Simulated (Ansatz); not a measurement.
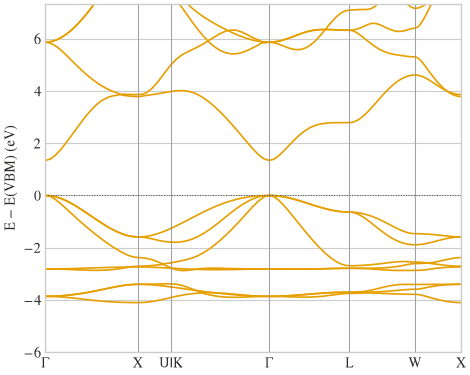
Fig. 1. Band structure from DFT-PBE in the program Ansatz with PAW potentials

### Question
Read off the gap and where the band edges lie.

### Answer
About 1.3 eV (1.34 eV by a search for the band edges); maximum at Γ, minimum at Γ.

### Question
Which of these materials gives this?
A. CuCl, zinc blende
B. AgI, zinc blende
C. Mg2Si, fluorite or antifluorite type
D. MgTe, zinc blende

### Answer
B, AgI, zinc blende

Space group F-43m (zinc blende). Symmetry was held in the PBE relaxation. The run is not spin-polarised. Scalar-relativistic: spin–orbit coupling is off unless named, which matters more the heavier the elements.

Potentials: the earlier of the program's two PAW sets.
